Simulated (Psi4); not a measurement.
**triplet HBr: levels of theory compared**

We compute a comparison of 5 runs (U-wB97M-V/cc-pVTZ, U-wB97X/cc-pVTZ, UB2PLYP/cc-pVTZ, UB3LYP/cc-pVTZ, UM06-2X/cc-pVTZ) of triplet HBr. 

The results are computed with Psi4 1.11.

## 1. The structure to begin with

HBr: 2 atoms, total charge 0, spin state triplet. As SMILES of the parent species, `Br`. Geometry: relaxed at PBE0-D4/def2-TZVP. That shape belongs to the parent species and isn't relaxed for this state.

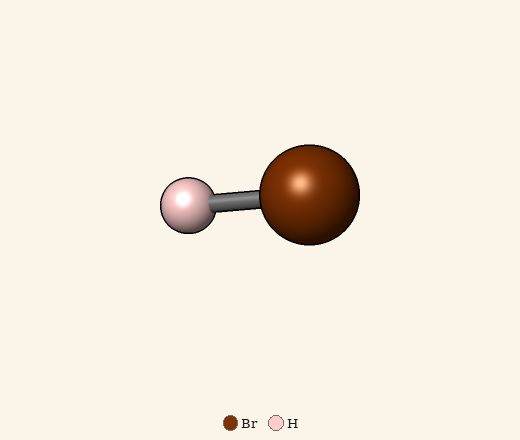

Viewed from a chosen angle; bromine brown, hydrogen pink.

## 2. The energy at U-wB97M-V/cc-pVTZ (run 1)

The input, job.dat:

```
memory 2200 MB

molecule {
  0 3
  Br    -0.603220     0.217960    -0.305050
  H      0.603220    -0.217960     0.305050
  units angstrom
  symmetry c1
}

set basis cc-pVTZ
set reference uks
set puream true
set e_convergence 1e-09
set d_convergence 1e-08
set scf_type pk
set dft_radial_points 99
set dft_spherical_points 590
set maxiter 100

energy_value, wavefunction = energy("wb97m-v", return_wfn=True)
```

Started as:

```bash
$ psi4 -i job.dat -o job.out -n 1
```

job.out:

```text
[...]
  Running in c1 symmetry.
[...]
  Nuclear repulsion =   13.038750007487819
[...]
  Multiplicity = 3
[...]
  Nalpha       = 19
  Nbeta        = 17
[...]
    Number of basis functions: 57
[...]
   @UKS iter   1: -2574.26003879819791   -1.16131e+00   1.74426e-02 DIIS/ADIIS
[...]
   @UKS iter  11: -2574.41866533938492   -2.27374e-12   2.66655e-09 DIIS
[...]
   @S^2 Observed:                2.002797658E+00
[...]
  @UKS Final Energy: -2574.41866533938492
   => Energetics <=
    Nuclear Repulsion Energy =             13.0387500074878186
    One-Electron Energy =               -3605.8813426696924580
    Two-Electron Energy =                1091.4559749372592705
    DFT Exchange-Correlation Energy =     -73.1840690086345091
    Empirical Dispersion Energy =           0.0000000000000000
    VV10 Nonlocal Energy =                  0.1520213941948937
    Total Energy =                      -2574.4186653393849156
[...]
 Multipole Moments:
 ------------------------------------------------------------------------------------
     Multipole            Electronic (a.u.)      Nuclear  (a.u.)        Total (a.u.)
 ------------------------------------------------------------------------------------
 L = 1.  Multiply by 2.5417464519 to convert [e a0] to [Debye]
 Dipole X            :          0.0000000            0.0000000            0.0000000
 Dipole Y            :         -0.0000000           -0.0000000           -0.0000000
 Dipole Z            :         -2.0362673            1.4657917           -0.5704756
 Magnitude           :                                                    0.5704756
[...]
```

Wall time 41 s (1 thread of Intel Xeon at 2.70GHz, shared host); peak memory 1.5 GiB.

## 3. Energy and gradient at U-wB97X/cc-pVTZ (run 2)

The input, run.py:

```python
import psi4

psi4.set_memory(2200000000)
psi4.set_num_threads(1)
psi4.core.set_output_file('output.dat', False)

molecule = psi4.geometry("""
0 3
Br    -0.603220     0.217960    -0.305050
H      0.603220    -0.217960     0.305050
units angstrom
symmetry c1
""")

options = {'basis': 'cc-pVTZ', 'reference': 'uks', 'puream': True, 'e_convergence': 1e-09, 'd_convergence': 1e-08, 'scf_type': 'pk', 'dft_radial_points': 99, 'dft_spherical_points': 590, 'maxiter': 100}
psi4.set_options(options)

e, wfn = psi4.gradient("wb97x", return_wfn=True)
print('gradient / Eh bohr^-1')
print(e.np.round(6))
print(f'energy = {wfn.energy():.10f} Eh')
```

Started as:

```bash
$ python run.py
```

output.dat:

```text
[...]
  Running in c1 symmetry.
[...]
  Nuclear repulsion =   13.038750007487819
[...]
  Multiplicity = 3
[...]
  Nalpha       = 19
  Nbeta        = 17
[...]
    Number of basis functions: 57
[...]
   @UKS iter   1: -2574.43295060875107   -1.14665e+00   1.76017e-02 DIIS/ADIIS
[...]
   @UKS iter  11: -2574.59372129320946   -2.72848e-12   2.97048e-09 DIIS
[...]
   @S^2 Observed:                2.003656004E+00
[...]
  @UKS Final Energy: -2574.59372129320946
   => Energetics <=
    Nuclear Repulsion Energy =             13.0387500074878186
    One-Electron Energy =               -3605.8308705042613838
    Two-Electron Energy =                1090.7509103611905630
    DFT Exchange-Correlation Energy =     -72.5525111576266681
    Empirical Dispersion Energy =           0.0000000000000000
    VV10 Nonlocal Energy =                  0.0000000000000000
    Total Energy =                      -2574.5937212932094553
[...]
  -Total Gradient:
     Atom            X                  Y                   Z
    ------   -----------------  -----------------  -----------------
       1       -0.000000000001    -0.000000000000     0.151378381055
       2        0.000000000000    -0.000000000000    -0.151388446647
[...]
```

On the terminal:

```text
gradient / Eh bohr^-1
[[-0.       -0.        0.151378]
 [ 0.       -0.       -0.151388]]
energy = -2574.5937212932 Eh
```

It took 88 s on 1 thread of Intel Xeon at 2.70GHz, shared host; peak memory 1.2 GiB.

Runs 3 to 4 aren't shown in full; the table further down has their settings and results.

## 4. The energy at UM06-2X/cc-pVTZ (run 5)

The input, brh.xyz:

```xyz
2
BrH
Br    -0.603220     0.217960    -0.305050
H      0.603220    -0.217960     0.305050
```

The input, run.py:

```python
import psi4

psi4.set_memory(2200000000)
psi4.set_num_threads(1)
psi4.set_output_file('run.log', False)

with open('brh.xyz') as f:
    atoms = ''.join(f.readlines()[2:])
molecule = psi4.geometry('0 3\n' + atoms + 'symmetry c1\nno_reorient\nno_com')

psi4.set_options({
    'basis': 'cc-pVTZ',
    'reference': 'uks',
    'puream': True,
    'e_convergence': 1e-09,
    'd_convergence': 1e-08,
    'scf_type': 'pk',
    'dft_radial_points': 99,
    'dft_spherical_points': 590,
    'maxiter': 100,
})

E, wfn = psi4.energy("m06-2x", return_wfn=True)
psi4.oeprop(wfn, "MAYER_INDICES", "LOWDIN_CHARGES", "WIBERG_LOWDIN_INDICES", title="M06-2X")
print('E =', round(E, 9))
```

Started as:

```bash
$ python run.py
```

run.log:

```text
[...]
  Running in c1 symmetry.
[...]
  Nuclear repulsion =   13.038750007487819
[...]
  Multiplicity = 3
[...]
  Nalpha       = 19
  Nbeta        = 17
[...]
    Number of basis functions: 57
[...]
   @UKS iter   1: -2574.44449828440747   -1.23076e+00   1.72285e-02 ADIIS/DIIS
[...]
   @UKS iter  11: -2574.60364727984643   -1.36424e-12   1.71655e-09 DIIS
[...]
   @S^2 Observed:                2.004434514E+00
[...]
  @UKS Final Energy: -2574.60364727984643
   => Energetics <=
    Nuclear Repulsion Energy =             13.0387500074878186
    One-Electron Energy =               -3606.2856747056121094
    Two-Electron Energy =                1061.8006143875661564
    DFT Exchange-Correlation Energy =     -43.1573369692886004
    Empirical Dispersion Energy =           0.0000000000000000
    VV10 Nonlocal Energy =                  0.0000000000000000
    Total Energy =                      -2574.6036472798468822
[...]
 Multipole Moments:
 ------------------------------------------------------------------------------------
     Multipole            Electronic (a.u.)      Nuclear  (a.u.)        Total (a.u.)
 ------------------------------------------------------------------------------------
 L = 1.  Multiply by 2.5417464519 to convert [e a0] to [Debye]
 Dipole X            :         38.2814847          -38.7573002           -0.4758155
 Dipole Y            :        -13.8321548           14.0040800            0.1719252
 Dipole Z            :         19.3590513          -19.5996725           -0.2406212
 Magnitude           :                                                    0.5602296
[...]
```

Standard output:

```text
E = -2574.60364728
```

Run time: 26 s. Hardware: 1 thread of Intel Xeon at 2.70GHz, shared host; peak memory 1.5 GiB.

## 5. Overview of the runs

```csv
run,level,task,frozen core orbitals,energy (Eh),dipole moment (D),HOMO energy (eV),⟨S²⟩,wall time
1,U-wB97M-V/cc-pVTZ,energy,0,-2574.418665,1.45,-4.65,2.003,41 s
2,U-wB97X/cc-pVTZ,gradient,0,-2574.593721,1.43,-4.79,2.004,88 s
3,UB2PLYP/cc-pVTZ (density fitting for correlation),energy,9,-2574.171259,–,-3.74,2.006,18 s
4,UB3LYP/cc-pVTZ,gradient,0,-2574.604637,1.34,-2.68,2.003,66 s
5,UM06-2X/cc-pVTZ,energy,0,-2574.603647,1.42,-3.66,2.004,26 s
```

## 6. Summary of results

| quantity | value |
| --- | --- |
| run 5: total energy | -2574.60365 Eh |
| run 5: dipole moment | 1.42 D |
| run 5: HOMO energy (highest over α and β) | -3.66 eV |
| run 5: ⟨S²⟩ | 2.004 |

In words: Over runs 1, 2, 4, 5 the dipole moment (its size) runs from 1.34 D (UB3LYP/cc-pVTZ) to 1.45 D (U-wB97M-V/cc-pVTZ). Totals of different functionals can't be ranked against each other. All runs together took 4 min, the longest 88 s.
